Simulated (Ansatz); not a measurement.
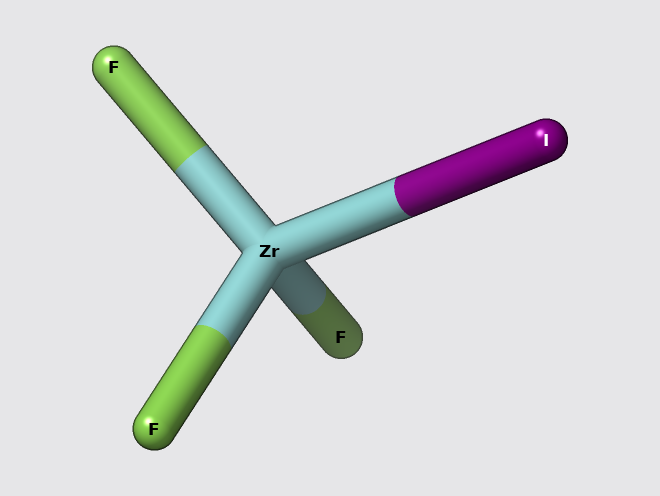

The picture shows a molecular structure as a stick model. Every bond is drawn as one stick, whatever its order.

Charge 0, singlet. Computed geometry: PBE0-D4/def2-TZVP optimisation.

> What is the molecular formula?

ZrIF₃, 5 atoms: 1 zirconium, 1 iodine and 3 fluorine.

> What is its SMILES?

[F][Zr]([F])([F])[I]

> What is the point group of this geometry?

C3v.

> How many atoms are distinct by symmetry?

3: 3 F, 1 Zr, 1 I.

> Count the bonded pairs by element.

3 F–Zr, 1 I–Zr.

More results for the same structure follow; atom numbers are the same in all pictures, views and colours differ.

### Geometry

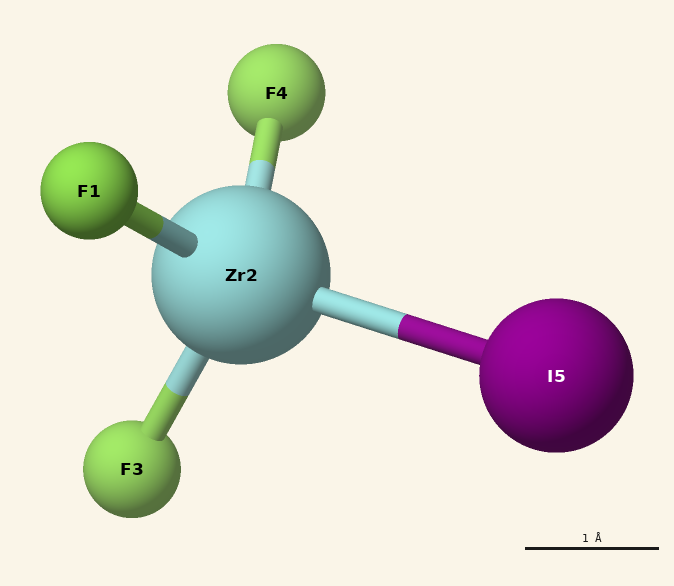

Atoms carry their numbers in the input.

> What is the geometry at Zr2?

Zr2 has 4 neighbours (F1 at 1.88, F3 at 1.88, F4 at 1.88, I5 at 2.71 Å); the arrangement is tetrahedral.

### Electronic properties

Method: RKS r2SCAN-D4/def2-TZVPP, core potentials on I, Zr (Ansatz 0.2.0).

> What is the HOMO–LUMO gap?

4.90 eV.

> Estimate the dipole moment.

0.03 D.

> What is the HOMO energy (Kohn–Sham orbital)?

−7.51 eV.

### Vibrations

Harmonic vibrations computed with RKS PBE0-D4/def2-TZVP, core potentials on I, Zr (Ansatz 0.2.0) at a stationary point of the same level.

> How many vibrational modes are there, and where do they lie?

9 modes: 107, 107, 143, 169, 169, 261, 683, 691, 691 cm⁻¹.

### Thermal motion

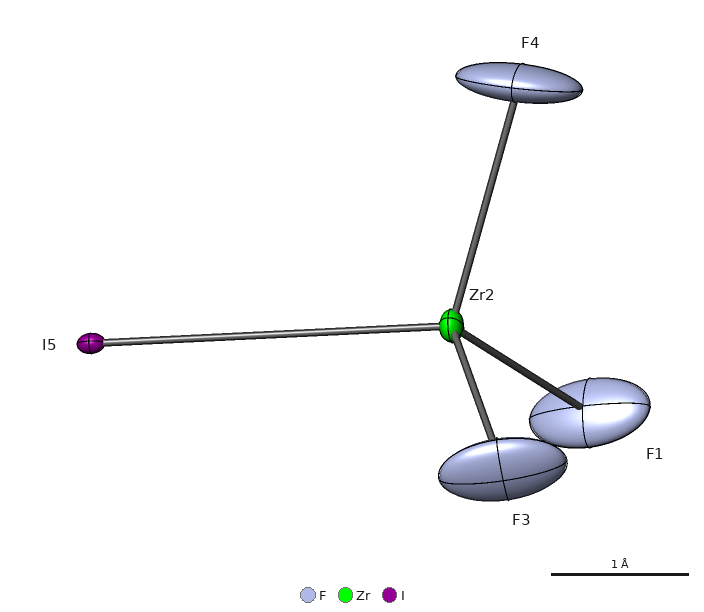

Displacement ellipsoids at the 50 % level, enlarged 1.5 times, from the internal vibrations of the free molecule (harmonic, no overall translation or rotation; no half-axis is drawn under 0.075 Å). Vibrations computed with RKS PBE0-D4/def2-TZVP, core potentials on I, Zr (Ansatz 0.2.0). Temperature: 600 K.

> Which atom moves most?

F1, F3, F4, with U_eq = 0.0196 Å².

Give the displacement parameters, one line for each set of equivalent atoms.

```
      atom  U_eq (Å²)   rms amplitudes (Å)
F1, F3, F4     0.0196  0.061, 0.117, 0.204
       Zr2     0.0024  0.038, 0.054, 0.054
        I5     0.0012  0.028, 0.028, 0.045
```
